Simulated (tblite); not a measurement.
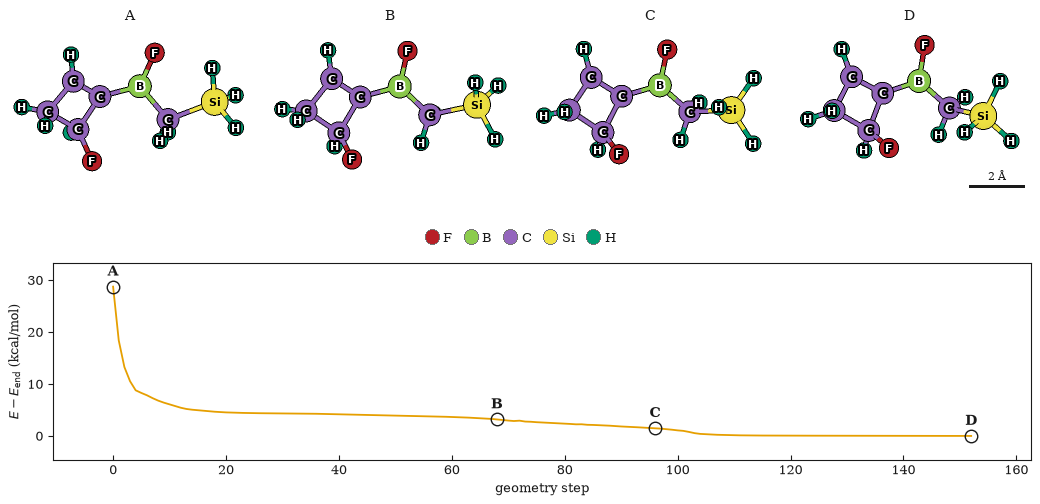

Frames of a relaxation of C$_{5}$H$_{9}$BF$_{2}$Si, marked on the history of the run. Style: ball-and-stick. Shown at a tilt.

Computed with GFN2-xTB geometry optimisation, gas phase in tblite. 

What happens along the run?

Answer. An H atom moves most after the best rigid fit: 2.67 Å. Largest moves by element: H 2.67 Å, F 1.25 Å, C 0.77 Å, Si 0.77 Å, B 0.35 Å. Among the contacts that change: B–F 1.459 → 1.334 Å, C–C 1.461 → 1.520 Å, C–Si 1.865 → 1.921 Å, C–C 1.500 → 1.547 Å. Among the angles between lasting bonds that change: C–B–C 115.8° → 123.6°, C–C–H 109.7° → 115.8°, H–C–H 115.5° → 109.4°. Groups turn about C–Si by about 40°. The energy falls by 28.8 kcal/mol in 152 geometry steps. Cost: 2.1 s on 1 thread of Arm Neoverse N1 (shared host). From step 0 to 68: H atoms move most (0.78 Å), energy −25.6 kcal/mol. From step 68 to 96: an H atom moves most (1.09 Å), energy −1.69 kcal/mol. From step 96 to 152: H atoms move most (0.97 Å), energy −1.50 kcal/mol.

| step | E − E(0), kcal/mol |
| --- | --- |
| 0 | 0.00 |
| 1 | -10.35 |
| 2 | -15.48 |
| 3 | -18.21 |
| 4 | -19.96 |
| 5 | -20.47 |
| 6 | -20.92 |
| 7 | -21.47 |
| 8 | -21.96 |
| 9 | -22.34 |
| 10 | -22.67 |
| 17 | -24.00 |
| 25 | -24.36 |
| 32 | -24.43 |
| 40 | -24.58 |
| 47 | -24.77 |
| 55 | -24.96 |
| 62 | -25.19 |
| 70 | -25.79 |
| 77 | -26.20 |
| 85 | -26.63 |
| 92 | -27.02 |
| 100 | -27.68 |
| 107 | -28.53 |
| 115 | -28.67 |
| 122 | -28.70 |
| 130 | -28.72 |
| 137 | -28.74 |
| 145 | -28.75 |
| 152 | -28.75 |
